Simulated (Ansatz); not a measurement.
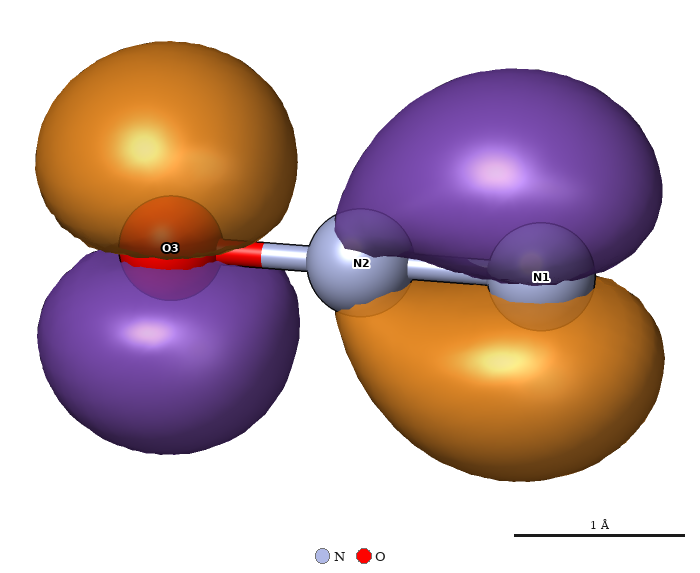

Figure. N2O. The HOMO at ±0.15 Å⁻³ᐟ² (orange and purple are the two phases), seen from one side.

Geometry: PBE0-D4/def2-TZVP.

Theory: RKS PBE0-D4/def2-TZVPP in Ansatz.

Question: Describe this orbital and give its energy.

Answer: Its weight (Hirshfeld) is mainly on O3 (about 50 %), N1 (about 35 %) and N2 (about 15 %). It is one of a degenerate set, so its orientation is arbitrary. Its energy is −9.82 eV.
